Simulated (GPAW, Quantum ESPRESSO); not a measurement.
# Near-edge structure at the As K edge of As (R-3m), part 3 of 4

Aim: the As K edge of As (R-3m) by two routes, a Lanczos recursion (XSpectra) and a sum over empty bands (GPAW), to see which features are robust.

Quantum ESPRESSO 7.5 and GPAW 26.7.0; core-hole supercells, plane-wave PAW PBE.

So far. Step 7 (Spectrum with XCH, As atom 1 (Quantum ESPRESSO)): Main maxima below 30 eV (height): 1.5 eV (1.87), 11.4 eV (0.97) and 16.6 eV (0.87).  Step 8 (The field without a hole (GPAW)): The mesh shows no gap, so the system is treated as a metal and the core electron is put at the Fermi level (neutral cell).

The database entry behind the starting cell differs from later determinations by our own check (old inner coordinate), so it need not match the best structure at ambient conditions.

## Step 9: Spectrum without a core hole, As atom 1 (GPAW)

Level of this step: X-ray absorption from dipole matrix elements to empty bands, plane-wave PAW PBE (GPAW).

Without a hole the spectrum is the empty density of states of the right symmetry on the absorber, weighted by matrix elements. It needs only the small cell and serves as the baseline. The data set with a hole of occupation 0 only carries the core orbital.

xas.py

```python
import numpy as np
from ase import Atoms
from ase.parallel import parprint, paropen
from gpaw import GPAW, PW, FermiDirac, Mixer, MixerDif, setup_paths
from gpaw.test import gen
setup_paths.insert(0, '.')
gen('As', name='nch1s', xcname='PBE', corehole=(1, 0, 0), write_xml=True)
from gpaw.mpi import world
world.barrier()

atoms = Atoms('As2',
    cell=[[1.8807969, 1.0858786, 3.51406199],
     [-1.8807969, 1.0858786, 3.51406199],
     [0, -2.17175719, 3.51406199]],
    scaled_positions=[[0.226, 0.226, 0.226],
     [0.774, 0.774, 0.774]],
    pbc=True)
atoms.calc = calc = GPAW(legacy_gpaw=True, mode=PW(500, force_complex_dtype=True), xc='PBE', setups={0: 'nch1s'},
    kpts={'size': (11, 11, 11), 'gamma': True}, occupations=FermiDirac(0.1),
    charge=0, mixer=Mixer(0.1, 5, 50), maxiter=150,
    convergence={'density': 0.0001, 'eigenstates': 1e-6}, txt='scf.txt')
energy = atoms.get_potential_energy() + calc.get_reference_energy()
ef = calc.get_fermi_level()
out = dict(energy=energy, fermi=ef, forces=atoms.get_forces().tolist())
parprint(f'all-electron energy {energy:.4f} eV, Fermi level {ef:.4f} eV')
ev = np.array([[calc.get_eigenvalues(k, s) for k in range(len(calc.get_ibz_k_points()))] for s in range(calc.get_number_of_spins())])
out['homo'], out['lumo'], out['counts'] = ev[ev < ef].max(), ev[ev > ef].min(), sorted(set((ev < ef).sum((0, 2)).tolist()))
out['filled'] = (ev[:, 0] < ef).sum(1).tolist()

from ase.units import Ha
from gpaw.xas import dipole_matrix_elements
nb = int(calc.get_number_of_electrons() / 2) + 29
top = nb
nscf = calc.fixed_density(kpts={'size': (10, 10, 10), 'gamma': True},
    convergence={'eigenstates': 1.0}, txt='nscf.txt')
nscf.diagonalize_full_hamiltonian(nbands=nb)
cell = atoms.cell.array
ops = [cell.T @ U.T @ np.linalg.inv(cell.T) for U in nscf.wfs.kd.symmetry.op_scc]
E = np.arange(-25, 34, 0.1)
fwhm = np.interp(E, [4, 25], [2.14, 3.5])
Y, X, zero, highest = 0, 0, 1e9, 1e9
for spin in range(nscf.get_number_of_spins()):
    wfs = nscf.wfs
    mine = wfs.bd.get_slice()  # this rank's bands
    A = dipole_matrix_elements(wfs.setups[0])
    eps = np.zeros((wfs.kd.nibzkpts, nb))
    d = np.zeros((3, A.shape[1], wfs.kd.nibzkpts, nb), complex)
    for kpt in wfs.kpt_u:
        if kpt.s == spin and 0 in kpt.P_ani:
            eps[kpt.k, mine] = kpt.eps_n * Ha
            d[:, :, kpt.k, mine] = (kpt.weight * wfs.nspins / 2) ** 0.5 * np.inner(A, kpt.P_ani[0])
    world.sum(eps)
    world.sum(d)
    T = np.einsum('amkn,bmkn->abkn', d, d.conj()).real
    T = sum(np.einsum('ai,ijkn,bj->abkn', R, T, R) for R in ops) / len(ops)
    empty = eps > ef
    zero, highest = min(zero, eps[empty].min()), min(highest, eps[:, top - 1].min())
    lines = [(eps, T, empty)] if spin == 0 else lines + [(eps, T, empty)]
for eps, T, empty in lines:
    f = np.einsum('aakn->akn', T).reshape(3, -1)
    x = eps.ravel() - zero
    w = np.interp(x, E, fwhm) / 2.35482
    g = np.exp(-0.5 * ((E[:, None] - x) / w) ** 2) / (w * (2 * np.pi) ** 0.5)
    Y = Y + (f * empty.ravel()) @ g.T
    X = X + (f * ~empty.ravel()) @ g.T
out.update(E=E.round(2).tolist(), xas=Y.tolist(), xes=X.tolist(), zero=zero, valid=highest - zero, nk=len(eps), nb=nb)
for i in range(0, len(E), 10):
    parprint(f'{E[i]:7.2f}', *(f'{v:10.3e}' for v in Y[:, i]))
import json
with paropen('out.json', 'w') as f:
    json.dump(out, f)
```

Run with:

```bash
> OMP_NUM_THREADS=1 mpirun -n 4 gpaw python xas.py
```

Numbers of over 12 decimals in the logs are rounded to 6 here.

What it wrote:

```text
Input parameters:
  convergence: {density: 0.0001,
                eigenstates: 1e-06}
  kpts: {gamma: True,
         size: (11, 11, 11)}
  maxiter: 150
  mixer: {backend: pulay,
          beta: 0.1,
          method: separate,
          nmaxold: 5,
          weight: 50}
  mode: {ecut: 500.0,
         force_complex_dtype: True,
         name: pw}
  occupations: {fixmagmom: False,
                name: fermi-dirac,
[...]
*p    :     0.809062
*d    :     0.000000
--------------------------------

Diagonalizing with gridspacing h=0.050

state   all-electron     PAW
-------------------------------
4s:      -0.532368    -0.532674
4p:      -0.190938    -0.191179
*d:                    0.035724
*f:                    0.070513
-------------------------------
all-electron energy -123015.2514 eV, Fermi level 7.1060 eV
[...]
32.00  1.090e-07  1.090e-07  1.081e-07
  33.00  1.030e-07  1.030e-07  1.040e-07
[key lines of the parts left out:]
Converged after 11 iterations.
Dipole moment: (-0.000000, -0.000000, -0.000000) |e|*Ang
Free energy:     -9.306415
Fermi level: 7.10600
```

Run time: 2.9 min. Hardware: 4 MPI ranks of Intel Xeon Platinum 8488C (Sapphire Rapids), shared host; peak memory 0.37 GiB.

The As K spectrum, As atom 1, no core hole (energy from the lowest empty level; intensity scaled to a mean of 1 over the first 20 eV; polarised curves are means over the symmetry-equivalent atoms):

```tsv
E (eV)	isotropic	ε ⊥ c	ε ∥ c
-2.0	0.01	0.01	0.01
-0.5	0.26	0.26	0.25
1.0	1.35	1.36	1.34
2.5	1.97	2.00	1.91
4.0	1.72	1.84	1.47
5.5	1.32	1.28	1.41
7.0	0.89	0.85	0.97
8.5	0.50	0.55	0.38
10.0	0.59	0.65	0.47
11.5	0.82	0.87	0.71
13.0	0.86	0.90	0.78
14.5	0.76	0.75	0.79
16.0	0.76	0.72	0.84
17.5	0.80	0.76	0.90
19.0	0.77	0.75	0.83
20.5	0.74	0.74	0.76
22.0	0.77	0.77	0.78
23.5	0.78	0.77	0.80
25.0	0.75	0.74	0.78
26.5	0.75	0.73	0.78
28.0	0.77	0.75	0.80
29.5	0.82	0.81	0.84
31.0	0.85	0.86	0.85
```

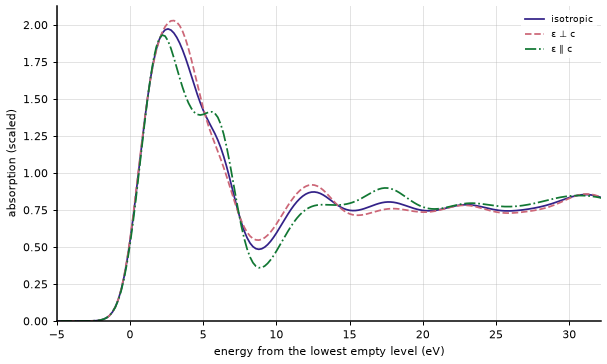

The As K edge, As atom 1, no core hole: main maxima at 2.6, 12.6 and 17.6 eV.

Main maxima below 30 eV (height): 2.6 eV (1.97), 12.6 eV (0.87), 17.6 eV (0.80) and 23.0 eV (0.79). 

The same matrix elements for filled bands give the As K emission of As atom 1 (ground-state approximation; energy from the lowest empty level, largest value 1):

```tsv
E (eV)	emission
-24.0	0.00
-22.5	0.00
-21.0	0.00
-19.5	0.00
-18.0	0.00
-16.5	0.00
-15.0	0.01
-13.5	0.03
-12.0	0.04
-10.5	0.06
-9.0	0.05
-7.5	0.07
-6.0	0.37
-4.5	0.79
-3.0	1.00
-1.5	0.65
0.0	0.19
1.5	0.01
3.0	0.00
```

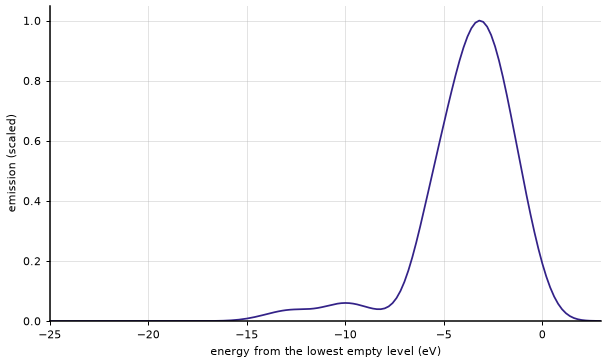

X-ray emission from the filled bands.

Emission maxima: -3.2 eV (1.00).

## Step 10: Supercell without a hole, the energy reference (GPAW)

Total energies of two programs can't be mixed, so the cell and mesh of GPAW's hole run get a reference energy of their own.

scf.py

```python
import numpy as np
from ase import Atoms
from ase.parallel import parprint, paropen
from gpaw import GPAW, PW, FermiDirac, Mixer, MixerDif, setup_paths
from gpaw.test import gen
setup_paths.insert(0, '.')
gen('As', name='nch1s', xcname='PBE', corehole=(1, 0, 0), write_xml=True)
from gpaw.mpi import world
world.barrier()

atoms = Atoms('As8',
    cell=[[0, -4.34351438, -3.51406199],
     [-3.7615938, 2.17175719, -3.51406199],
     [3.7615938, 2.17175719, -3.51406199]],
    scaled_positions=[[0.774, 0.774, 0.774],
     [0.274, 0.274, 0.774],
     [0.274, 0.774, 0.274],
     [0.774, 0.274, 0.274],
     [0.226, 0.226, 0.226],
     [0.726, 0.726, 0.226],
     [0.726, 0.226, 0.726],
     [0.226, 0.726, 0.726]],
    pbc=True)
atoms.calc = calc = GPAW(legacy_gpaw=True, mode=PW(500, force_complex_dtype=True), xc='PBE', setups={0: 'nch1s'},
    kpts={'size': (5, 5, 5), 'gamma': True}, occupations=FermiDirac(0.1),
    charge=0, mixer=Mixer(0.1, 5, 50), maxiter=150,
    convergence={'density': 0.0001, 'eigenstates': 1e-6}, txt='scf.txt')
energy = atoms.get_potential_energy() + calc.get_reference_energy()
ef = calc.get_fermi_level()
out = dict(energy=energy, fermi=ef, forces=atoms.get_forces().tolist())
parprint(f'all-electron energy {energy:.4f} eV, Fermi level {ef:.4f} eV')
ev = np.array([[calc.get_eigenvalues(k, s) for k in range(len(calc.get_ibz_k_points()))] for s in range(calc.get_number_of_spins())])
out['homo'], out['lumo'], out['counts'] = ev[ev < ef].max(), ev[ev > ef].min(), sorted(set((ev < ef).sum((0, 2)).tolist()))
out['filled'] = (ev[:, 0] < ef).sum(1).tolist()
import json
with paropen('out.json', 'w') as f:
    json.dump(out, f)
```

Run with:

```bash
> OMP_NUM_THREADS=1 mpirun -n 4 gpaw python scf.py
```

What it wrote:

```text
Input parameters:
  convergence: {density: 0.0001,
                eigenstates: 1e-06}
  kpts: {gamma: True,
         size: (5, 5, 5)}
  maxiter: 150
  mixer: {backend: pulay,
          beta: 0.1,
          method: separate,
          nmaxold: 5,
          weight: 50}
  mode: {ecut: 500.0,
         force_complex_dtype: True,
         name: pw}
  occupations: {fixmagmom: False,
                name: fermi-dirac,
[...]
4s(2) :    -0.532368     1.194216
*s    :     0.467632
4p(3) :    -0.190938     1.022597
*p    :     0.809062
*d    :     0.000000
--------------------------------

Diagonalizing with gridspacing h=0.050

state   all-electron     PAW
-------------------------------
4s:      -0.532368    -0.532674
4p:      -0.190938    -0.191179
*d:                    0.035724
*f:                    0.070513
-------------------------------
all-electron energy -492060.9894 eV, Fermi level 7.1201 eV
[key lines of the parts left out:]
Converged after 11 iterations.
Dipole moment: (0.000000, 0.000000, 0.000000) |e|*Ang
Free energy:    -37.217978
Fermi level: 7.12009
```

Elapsed: 16 s, on 4 MPI ranks; peak memory 0.24 GiB.

Reference energy: -492060.989 eV with the cores included.

## Step 11: Spectrum with XCH, As atom 1 (GPAW)

The holes are 5.6 Å apart. The excited electron is kept in the cell, where it fills the lowest empty states and screens the hole. After the field has converged, empty bands are computed with the density fixed and the dipole matrix elements are summed.

xas.py, as its differences from that of step 9:

```diff
@@ -6,3 +6,3 @@
 setup_paths.insert(0, '.')
-gen('As', name='nch1s', xcname='PBE', corehole=(1, 0, 0), write_xml=True)
+gen('As', name='fch1s', xcname='PBE', corehole=(1, 0, 1), write_xml=True)
 from gpaw.mpi import world
@@ -10,12 +10,18 @@
 
-atoms = Atoms('As2',
-    cell=[[1.8807969, 1.0858786, 3.51406199],
-     [-1.8807969, 1.0858786, 3.51406199],
-     [0, -2.17175719, 3.51406199]],
-    scaled_positions=[[0.226, 0.226, 0.226],
-     [0.774, 0.774, 0.774]],
+atoms = Atoms('As8',
+    cell=[[0, -4.34351438, -3.51406199],
+     [-3.7615938, 2.17175719, -3.51406199],
+     [3.7615938, 2.17175719, -3.51406199]],
+    scaled_positions=[[0.774, 0.774, 0.774],
+     [0.274, 0.274, 0.774],
+     [0.274, 0.774, 0.274],
+     [0.774, 0.274, 0.274],
+     [0.226, 0.226, 0.226],
+     [0.726, 0.726, 0.226],
+     [0.726, 0.226, 0.726],
+     [0.226, 0.726, 0.726]],
     pbc=True)
-atoms.calc = calc = GPAW(legacy_gpaw=True, mode=PW(500, force_complex_dtype=True), xc='PBE', setups={0: 'nch1s'},
-    kpts={'size': (11, 11, 11), 'gamma': True}, occupations=FermiDirac(0.1),
-    charge=0, mixer=Mixer(0.1, 5, 50), maxiter=150,
+atoms.calc = calc = GPAW(legacy_gpaw=True, mode=PW(500, force_complex_dtype=True), xc='PBE', setups={0: 'fch1s'},
+    kpts={'size': (5, 5, 5), 'gamma': True}, occupations=FermiDirac(0.1),
+    charge=-1, mixer=Mixer(0.1, 5, 50), maxiter=150,
     convergence={'density': 0.0001, 'eigenstates': 1e-6}, txt='scf.txt')
@@ -31,10 +37,9 @@
 from gpaw.xas import dipole_matrix_elements
-nb = int(calc.get_number_of_electrons() / 2) + 29
-top = nb
-nscf = calc.fixed_density(kpts={'size': (10, 10, 10), 'gamma': True},
-    convergence={'eigenstates': 1.0}, txt='nscf.txt')
-nscf.diagonalize_full_hamiltonian(nbands=nb)
+nb = int(calc.get_number_of_electrons() / 2) + 105
+top, nb = nb, nb + 8 + nb // 12
+nscf = calc.fixed_density(kpts={'size': (6, 6, 6), 'gamma': True}, nbands=nb,
+    convergence={'bands': top, 'eigenstates': 5e-3}, maxiter=60, txt='nscf.txt')
 cell = atoms.cell.array
 ops = [cell.T @ U.T @ np.linalg.inv(cell.T) for U in nscf.wfs.kd.symmetry.op_scc]
-E = np.arange(-25, 34, 0.1)
+E = np.arange(-6, 34, 0.1)
 fwhm = np.interp(E, [4, 25], [2.14, 3.5])
```

Run with:

```bash
> OMP_NUM_THREADS=1 mpirun -n 4 gpaw python xas.py
```

What it wrote:

```text
Input parameters:
  charge: -1
  convergence: {density: 0.0001,
                eigenstates: 1e-06}
  kpts: {gamma: True,
         size: (5, 5, 5)}
  maxiter: 150
  mixer: {backend: pulay,
          beta: 0.1,
          method: separate,
          nmaxold: 5,
          weight: 50}
  mode: {ecut: 500.0,
         force_complex_dtype: True,
         name: pw}
  occupations: {fixmagmom: False,
                name: fermi-dirac,
                width: 0.1}
  setups: {0: fch1s}
  xc: PBE

Initialize ...

[... PAW data sets ...]

Reference energy: -480112.184519  # eV

Spin-paired calculation

[... convergence settings ...]
Symmetries present (total): 2
  [... symmetry matrices ...]

125 k-points: 5 x 5 x 5 Monkhorst-Pack grid
39 k-points in the irreducible part of the Brillouin zone
       k-points in crystal coordinates                weights
   0:     0.00000000    0.00000000    0.00000000          1/125
   1:     0.00000000    0.20000000   -0.20000000          2/125
   2:     0.00000000    0.20000000    0.00000000          4/125
   3:     0.00000000    0.20000000    0.20000000          2/125
   4:     0.00000000    0.40000000   -0.40000000          2/125
   5:     0.00000000    0.40000000   -0.20000000          4/125
   6:     0.00000000    0.40000000    0.00000000          4/125
   7:     0.00000000    0.40000000    0.20000000          4/125
   8:     0.00000000    0.40000000    0.40000000          2/125
   9:     0.20000000   -0.40000000   -0.40000000          2/125
          ...
  38:     0.40000000    0.40000000    0.40000000          2/125

Wave functions: Plane wave expansion
  Cutoff energy: 500.000 eV
  Number of coefficients (min, max): 4345, 4396
  Pulay-stress correction: 0.000000 eV/Ang^3 (de/decut=0.000000)
  Using FFTW library
  Wavefunction extrapolation:
    Improved wavefunction reuse through dual PAW basis

Occupation numbers: Fermi-Dirac:
  width: 0.1000  # eV

Eigensolver
   Davidson(niter=2)

Densities:
  Coarse grid: 30*30*30 grid
  Fine grid: 60*60*60 grid
  Total Charge: 0.000000

Density mixing:
  Method: separate
  Backend: pulay
  Linear mixing parameter: 0.1
  old densities: 5
  Width of damping distribution: 1.1
  Damping of long wavelength oscillations: 50

[... Hamiltonian set-up ...]
Number of atoms: 8
Number of atomic orbitals: 32
Number of bands in calculation: 29
Number of valence electrons: 41
Bands to converge: occupied

... initialized

Initializing position-dependent things.

Density initialized from atomic densities
Creating initial wave functions:
  29 bands from LCAO basis set

             As

         As       As
              As
            As
        As       As

             As

Atomic positions and initial magnetic moments

Positions:
   0 As     0.000000   -0.000000   -8.159652    ( 0.0000,  0.0000,  0.0000)
   1 As     1.880797    1.085879   -4.645590    ( 0.0000,  0.0000,  0.0000)
   2 As    -1.880797    1.085879   -4.645590    ( 0.0000,  0.0000,  0.0000)
   3 As     0.000000   -2.171757   -4.645590    ( 0.0000,  0.0000,  0.0000)
   4 As     0.000000    0.000000   -2.382534    ( 0.0000,  0.0000,  0.0000)
   5 As    -1.880797   -1.085879   -5.896596    ( 0.0000,  0.0000,  0.0000)
   6 As     1.880797   -1.085879   -5.896596    ( 0.0000,  0.0000,  0.0000)
   7 As    -0.000000    2.171757   -5.896596    ( 0.0000,  0.0000,  0.0000)

Unit cell:
           periodic     x           y           z      points  spacing
  1. axis:    yes    0.000000   -4.343514   -3.514062    30     0.1847
  2. axis:    yes   -3.761594    2.171757   -3.514062    30     0.1847
  3. axis:    yes    3.761594    2.171757   -3.514062    30     0.1847

  Lengths:   5.587016   5.587016   5.587016
  Angles:   84.640550  84.640550  84.640550

Effective grid spacing dv^(1/3) = 0.1855

iter:   1   -48.833259
iter:   2   -47.233151   -2.10  -0.94
iter:   3   -46.304259   -1.92  -1.07
iter:   4   -46.263288   -2.70  -1.28
iter:   5   -46.266993   -2.69  -1.46
iter:   6   -46.234392   -3.18  -1.86
iter:   7   -46.230047   -3.97  -2.30
iter:   8   -46.230522c  -4.65  -2.65
iter:   9   -46.229850c  -4.87  -2.72
iter:  10   -46.229851c  -5.81  -3.16
iter:  11   -46.229867c  -6.11c -3.25
iter:  12   -46.229866c  -6.31c -3.37
iter:  13   -46.229890c  -6.49c -3.53
iter:  14   -46.229878c  -6.88c -3.67
iter:  15   -46.229871c  -7.12c -3.84
iter:  16   -46.229875c  -7.40c -4.07c

Converged after 16 iterations.

Dipole moment: (0.000000, -0.000002, 0.173730) |e|*Ang

Energy contributions relative to reference atoms: (reference = -480112.184519)

Kinetic:        +98.991776
Potential:      -97.213847
External:        +0.000000
XC:             -47.851335
Entropy (-ST):   -0.102758
Local:           -0.105090
SIC:             +0.000000
--------------------------
Free energy:    -46.281254
Extrapolated:   -46.229875

Showing only first 2 kpts
 Kpt  Band  Eigenvalues  Occupancy
  0    18      4.77925    2.00000
  0    19      4.77926    2.00000
  0    20      8.05452    0.00412
  0    21      8.38945    0.00015

  1    18      4.78624    2.00000
  1    19      4.82682    2.00000
  1    20      8.46785    0.00007
[...]
Fermi level: 7.43631

No gap
No difference between direct/indirect transitions

Forces in eV/Ang:
  0 As    0.00000   -0.00003    1.38932
  1 As    0.03005    0.01732    0.53522
  2 As   -0.03005    0.01732    0.53522
  3 As    0.00000   -0.03472    0.53522
  4 As    0.00000    0.00003   -0.47129
  5 As    0.52365    0.30236   -0.84047
  6 As   -0.52365    0.30236   -0.84047
  7 As    0.00000   -0.60464   -0.84048
Scalar-relativistic atomic PBE calculation for As (Arsenic, Z=33)
Core hole in 1s state (1s occupation: 1.0)
600 radial gridpoints.
|------------------------------------------------|
|------------------------------------------------|
[... the atom generator's iteration count ...]

Energy contributions:
-------------------------
Kinetic:    +1851.248669
XC:           -73.531634
Potential:  -3600.166259
-------------------------
Total:      -1822.449223

state      eigenvalue         ekin         rmax
-----------------------------------------------
1s^1.0 :  -445.263957   560.000236        0.030
2s^2.0 :   -58.288052   111.893877        0.167
2p^6.0 :   -52.217924   110.227557        0.132
3s^2.0 :    -8.061247    26.339154        0.508
3p^6.0 :    -5.996830    24.149555        0.501
3d^10.0:    -2.360744    19.310469        0.452
4s^2.0 :    -0.971867     3.776914        1.511
4p^3.0 :    -0.567835     2.620394        1.753
-----------------------------------------------
(units: Bohr and Hartree)

Generating PAW setup
Kinetic energy of the core from tauc = 1855.494658
Cutoffs:
rc(s)=2.000
rc(p)=2.000
rc(d)=2.000
rc(vbar)=1.800
rc(comp)=2.000
rc(nct)=2.000

Kinetic energy of the core states: 1835.833659
Charge: 1.0
Core electrons: 27.0
Valence electrons: 5.0
Pseudo-core charge: 0.751850
Shape function alpha=2.500
Pseudo-electron charge 6.366203
state    eigenvalue         norm
--------------------------------
4s(2) :    -0.971867     1.258173
*s    :     0.028133
4p(3) :    -0.567835     1.032669
*p    :     0.432165
*d    :     0.000000
--------------------------------

Diagonalizing with gridspacing h=0.050

state   all-electron     PAW
-------------------------------
4s:      -0.971867    -0.972276
4p:      -0.567835    -0.568225
*d:                   -0.128592
*f:                   -0.019690
-------------------------------
all-electron energy -480158.4144 eV, Fermi level 7.4363 eV
[...]
31.00  1.017e-07  1.016e-07  9.963e-08
  32.00  9.575e-08  9.574e-08  9.409e-08
  33.00  8.947e-08  8.944e-08  8.907e-08
```

The job ended after 1.8 min (4 MPI ranks; peak memory 0.52 GiB).

(Continued in part 4 of 4.)

[Banner, clock and machine lines of the logs are left out without a mark of their own.]

[Logs are printed without paths, hosts, clocks, repeated set-up lines and the standing remarks that a program may print on its own settings, such as how far it seeks lower states.]

[Hosts, paths, dates, database ids (printed as entryN), source tags and the programs' standing remarks are cut or masked in the printed files.]

[Lists of maxima count a maximum above −3 eV only where it reaches 4 % of the highest in the window and stands out from its surroundings by 2 % of it (1.5 % where it reaches 55 %); shoulders and weaker maxima are passed over, and of the rest the first, up to two pre-edge ones and the few strongest are named.]
